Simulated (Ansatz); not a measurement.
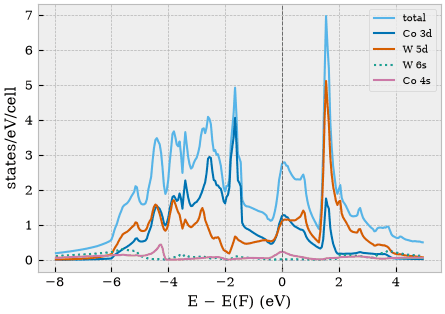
Total and projected density of states of CoW (rock salt, space group No. 225), DFT-r²SCAN in the program Ansatz with PAW potentials

Q: Which orbitals carry the states next to the Fermi level?

A: Within 0.5 eV of the Fermi level: W 5d 44 %, Co 3d 44 %, Co 4s 7 %. Projections are on Löwdin-orthogonalised atomic valence shells; empty p or d shells of many metals are not among them.

Q: Where is the tallest occupied peak in this window, and what makes it?

A: Near -1.6 eV, about 4.9 states/eV per cell; the largest projected share is Co 3d.

Space group Fm-3m (rock salt). The start of the workflow was typed in or built on a structure type; neither database checked (COD, Materials Project) lists it. Whether it is the stable phase at ambient conditions was not checked. Symmetry was held in the r²SCAN relaxation; its stability against distortions is not shown here. The workflow began spin-polarised and lost its moments. Its formation energy is positive at this level, so the cell may be metastable or incomplete. Other orbital occupations within this spin state were not tried. Scalar-relativistic: spin–orbit coupling is off unless named, which matters more the heavier the elements.

Potentials: the earlier of the program's two PAW sets.
